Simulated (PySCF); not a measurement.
**C7H13FOSi: geometry relaxation**

C7H13FOSi, computed with PBE0-D3(BJ)/def2-SVP geometry optimisation, gas phase (PySCF 2.14.0).

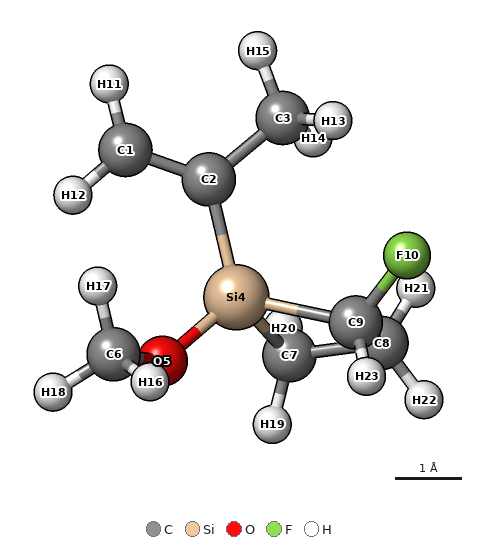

*The starting structure (ball-and-stick view, seen at a tilt; atoms are numbered from 1 in the order of the input).*

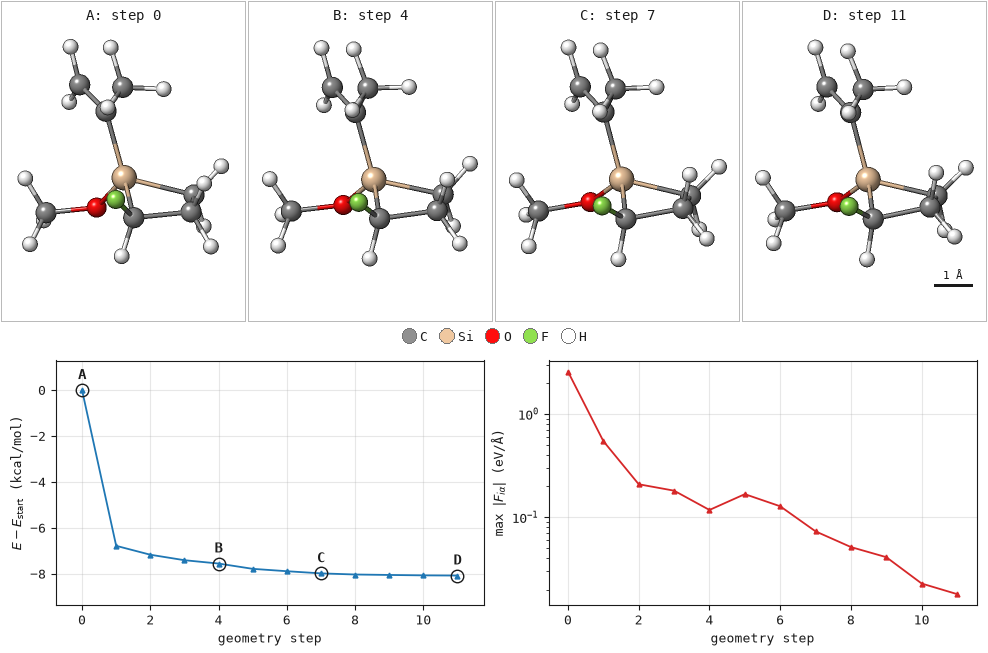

*Frames of the relaxation (ball-and-stick view, seen at a tilt) above the curves, on which the letters mark them (steps are counted from 0).*

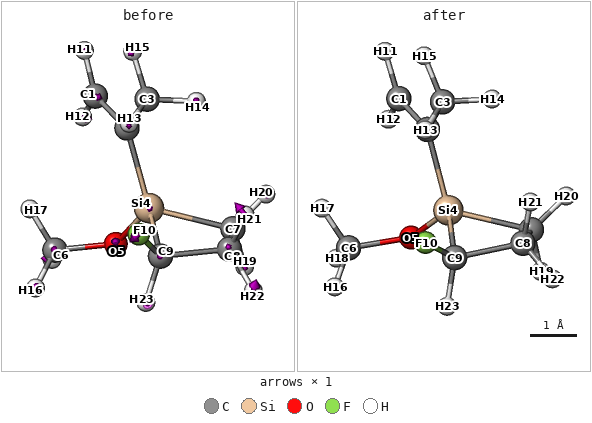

*Before (left) and after (right) the relaxation, at one scale (ball-and-stick view, seen at a tilt). The pink arrows give the displacements, at true length.*

After 11 geometry steps the energy has fallen by 8.07 kcal/mol. The largest force component goes from 2.6 to 0.018 eV/Å. The largest move after the best rigid fit is that of H21, 0.38 Å. By element the largest moves are H 0.38 Å, F 0.31 Å, O 0.21 Å, C 0.18 Å, Si 0.11 Å. Distances before and after: C1–H11 1.046 → 1.097 Å, Si4–C9 1.948 → 1.914 Å, Si4–O5 1.629 → 1.663 Å, C9–H23 1.073 → 1.106 Å. Among the angles that change: Si4–C9–H23 118.4° → 111.9°, C2–Si4–O5 117.2° → 111.1°, O5–Si4–C7 109.2° → 115.3°. (Atoms are counted from 1 in the order of the input.)

The input and output of the run follow.

### The input
```
{"job": {"xc": "PBE0", "basis": "def2-SVP", "d3": "d3bj", "grid": 1, "shake": 0.01, "kind": "geom"}, "charge": 0, "multiplicity": 1}
C      2.388040    -0.910010     0.533560
C      1.454070    -0.348910    -0.278270
C      1.758740    -0.032270    -1.715370
Si    -0.235370     0.103470     0.344690
O     -0.688530    -0.511410     1.784030
C     -0.664250    -1.811840     2.283900
C     -0.796310     1.925320     0.236880
C     -1.556760     1.663140    -1.075870
C     -1.642610     0.130570    -1.002350
F     -1.416120    -0.468710    -2.247420
H      3.353480    -1.130900     0.196420
H      2.166400    -1.095700     1.570940
H      1.070850    -0.549440    -2.379630
H      1.631040     1.037870    -1.881540
H      2.797870    -0.315600    -1.951170
H     -1.571200    -2.328890     2.000540
H      0.202990    -2.355480     1.905030
H     -0.619240    -1.757460     3.380170
H     -1.474190     2.229350     1.039210
H     -0.060570     2.692550     0.142240
H     -0.998230     1.955780    -1.945470
H     -2.535070     2.126930    -1.140260
H     -2.617350    -0.224810    -0.728350
```

The first line tells a small driver script what to run in PySCF; the rest is the geometry in Å.

Command:
```bash
OMP_NUM_THREADS=1 python <driver script> task.json out
```

### Output
```
step   0  E = -738.08049488  max force = 0.049948
step   1  E = -738.09129613  max force = 0.010619
step   2  E = -738.09191397  max force = 0.004064
step   3  E = -738.09229382  max force = 0.003525
step   4  E = -738.09252619  max force = 0.002294
step   5  E = -738.09289307  max force = 0.003262
step   6  E = -738.09305758  max force = 0.002489
step   7  E = -738.09320708  max force = 0.001424
step   8  E = -738.09328582  max force = 0.001004
step   9  E = -738.09331770  max force = 0.000801
step  10  E = -738.09334657  max force = 0.000445
step  11  E = -738.09335925  max force = 0.000352
optimisation converged
```

### Trajectory as extended XYZ (Å, eV, eV/Å), 4 of the 12 frames kept, from step=0 to step=11
```
23
Properties=species:S:1:pos:R:3:forces:R:3 step=0 energy=-20084.19326
C     2.3880   -0.9100    0.5336   -2.5684   1.0759  -0.2678
C     1.4541   -0.3489   -0.2783    0.9178  -0.5365   0.4233
C     1.7587   -0.0323   -1.7154    0.3638  -0.2214   0.5422
Si   -0.2354    0.1035    0.3447   -1.1864   1.1101  -0.8700
O    -0.6885   -0.5114    1.7840    0.0819  -0.0720   0.7662
C    -0.6643   -1.8118    2.2839    0.2726   0.5348   0.1739
C    -0.7963    1.9253    0.2369   -0.1666  -0.2743  -0.0204
C    -1.5568    1.6631   -1.0759   -0.2227  -0.9298   1.0654
C    -1.6426    0.1306   -1.0024    1.2112  -0.3453  -1.3804
F    -1.4161   -0.4687   -2.2474    0.1515  -0.0155   0.0417
H     3.3535   -1.1309    0.1964    1.8221  -0.4651  -0.6799
H     2.1664   -1.0957    1.5709   -0.0534  -0.1892   0.6337
H     1.0709   -0.5494   -2.3796   -0.2968  -0.1719  -0.3305
H     1.6310    1.0379   -1.8815    0.0127   0.4063  -0.2406
H     2.7979   -0.3156   -1.9512   -0.0964   0.0880  -0.1288
H    -1.5712   -2.3289    2.0005   -0.5700  -0.5248  -0.1500
H     0.2030   -2.3555    1.9050    0.2433  -0.4072   0.0050
H    -0.6192   -1.7575    3.3802    0.0524  -0.1392   0.0847
H    -1.4742    2.2294    1.0392   -0.0660  -0.1484   0.3299
H    -0.0606    2.6926    0.1422    0.9000   0.8998   0.0147
H    -0.9982    1.9558   -1.9455    0.5826   0.1367  -0.7562
H    -2.5351    2.1269   -1.1403   -0.4731   0.3946  -0.0388
H    -2.6174   -0.2248   -0.7284   -0.9121  -0.2056   0.7828
23
Properties=species:S:1:pos:R:3:forces:R:3 step=4 energy=-20084.52065
C     2.3272   -0.6450    0.7290   -0.1134   0.0364   0.0180
C     1.4422   -0.2289   -0.1888   -0.0075   0.0187  -0.0194
C     1.8062   -0.0468   -1.6349   -0.0113  -0.0076  -0.0094
Si   -0.3070    0.1696    0.3537   -0.0481   0.0146   0.0377
O    -0.6609   -0.4898    1.8360    0.0761  -0.0249   0.0874
C    -0.6602   -1.8449    2.1924   -0.0117   0.0008  -0.0211
C    -0.8719    1.9570    0.1642    0.0112  -0.0199  -0.0523
C    -1.5417    1.5542   -1.1800   -0.0540  -0.0310   0.0694
C    -1.6205    0.0173   -1.0293    0.1172   0.0267  -0.0965
F    -1.3556   -0.6769   -2.1930   -0.0463  -0.0044  -0.0028
H     3.3613   -0.8734    0.4546    0.1179  -0.0387   0.0043
H     2.0587   -0.7588    1.7844    0.0083  -0.0085  -0.0133
H     1.1269   -0.6183   -2.2857   -0.0080   0.0004  -0.0086
H     1.7059    1.0099   -1.9379   -0.0042   0.0004   0.0033
H     2.8432   -0.3564   -1.8381   -0.0058  -0.0001   0.0073
H    -1.6151   -2.3281    1.9225   -0.0172  -0.0106  -0.0066
H     0.1565   -2.4097    1.7093    0.0098   0.0007   0.0014
H    -0.5341   -1.9279    3.2831   -0.0043   0.0001   0.0005
H    -1.6008    2.2536    0.9332   -0.0081  -0.0307  -0.0015
H    -0.1092    2.7431    0.0884   -0.0092   0.0540   0.0020
H    -0.8839    1.7764   -2.0345    0.0411  -0.0111  -0.0094
H    -2.5098    2.0419   -1.3754    0.0080   0.0260  -0.0356
H    -2.6105   -0.3010   -0.6614   -0.0403   0.0083   0.0452
23
Properties=species:S:1:pos:R:3:forces:R:3 step=7 energy=-20084.53918
C     2.3449   -0.6399    0.6853    0.0408   0.0075   0.0100
C     1.4434   -0.1988   -0.2047    0.0345  -0.0325   0.0068
C     1.7650   -0.0430   -1.6633   -0.0395   0.0263  -0.0153
Si   -0.2828    0.1992    0.4064   -0.0512  -0.0175   0.0409
O    -0.5496   -0.4716    1.9084    0.0324   0.0061  -0.0732
C    -0.6541   -1.8489    2.1571   -0.0021   0.0037   0.0260
C    -0.8874    1.9734    0.1930    0.0503  -0.0031  -0.0386
C    -1.4838    1.5377   -1.1719    0.0226   0.0186  -0.0158
C    -1.6284    0.0211   -0.9440   -0.0226  -0.0139   0.0073
F    -1.4585   -0.7468   -2.0751    0.0104  -0.0050   0.0074
H     3.3688   -0.9022    0.3850   -0.0419   0.0088   0.0090
H     2.1034   -0.7465    1.7476   -0.0074  -0.0075   0.0007
H     1.0515   -0.6080   -2.2832   -0.0024  -0.0028  -0.0096
H     1.6804    1.0112   -1.9787    0.0063   0.0010   0.0019
H     2.7871   -0.3810   -1.8939   -0.0043  -0.0042  -0.0002
H    -1.6474   -2.2355    1.8670    0.0048  -0.0018  -0.0069
H     0.1126   -2.4342    1.6184    0.0035   0.0018   0.0050
H    -0.5222   -2.0270    3.2354   -0.0073   0.0026  -0.0005
H    -1.6644    2.2317    0.9285   -0.0082  -0.0148  -0.0017
H    -0.1630    2.7976    0.1427   -0.0152   0.0093   0.0319
H    -0.7438    1.6853   -1.9761   -0.0112  -0.0009   0.0050
H    -2.4054    2.0583   -1.4788   -0.0041   0.0027   0.0072
H    -2.6193   -0.2153   -0.5134    0.0119   0.0156   0.0025
23
Properties=species:S:1:pos:R:3:forces:R:3 step=11 energy=-20084.54332
C     2.3375   -0.6807    0.6439   -0.0049   0.0033  -0.0042
C     1.4290   -0.2216   -0.2296   -0.0013   0.0046  -0.0034
C     1.7325   -0.0339   -1.6887    0.0036  -0.0181  -0.0043
Si   -0.2873    0.1840    0.4045   -0.0026   0.0083   0.0023
O    -0.5467   -0.4906    1.9021    0.0114  -0.0105   0.0084
C    -0.6435   -1.8599    2.1890   -0.0106   0.0060  -0.0083
C    -0.8671    1.9674    0.2140   -0.0046   0.0019   0.0049
C    -1.4440    1.5639   -1.1680   -0.0004  -0.0148   0.0137
C    -1.6372    0.0505   -0.9453    0.0006   0.0099  -0.0078
F    -1.4934   -0.7241   -2.0750   -0.0043   0.0052  -0.0002
H     3.3552   -0.9446    0.3291    0.0008   0.0012   0.0034
H     2.1045   -0.8028    1.7064    0.0042  -0.0042   0.0029
H     0.9946   -0.5602   -2.3146   -0.0001   0.0067   0.0015
H     1.6776    1.0316   -1.9706   -0.0002   0.0004  -0.0007
H     2.7402   -0.3959   -1.9452    0.0008   0.0005   0.0012
H    -1.5835   -2.2900    1.7993    0.0027  -0.0010  -0.0016
H     0.1975   -2.4377    1.7661    0.0017   0.0017   0.0011
H    -0.6358   -1.9936    3.2814   -0.0031  -0.0011   0.0004
H    -1.6657    2.1961    0.9370    0.0027   0.0074   0.0053
H    -0.1498    2.7990    0.2114   -0.0010  -0.0050  -0.0080
H    -0.6859    1.6968   -1.9570   -0.0002   0.0034  -0.0003
H    -2.3465    2.1110   -1.4855    0.0033   0.0008  -0.0039
H    -2.6353   -0.1475   -0.5131    0.0013  -0.0068  -0.0025
```

### Results in brief

| quantity | value |
| --- | --- |
| outcome | converged |
| total energy | −738.093359 hartree |
| dipole moment | 0.78 D |
| point group | C1 |
| hardware | 1 CPU thread, shared host |
| wall time | 5.9 min |
| peak memory | 0.96 GiB |
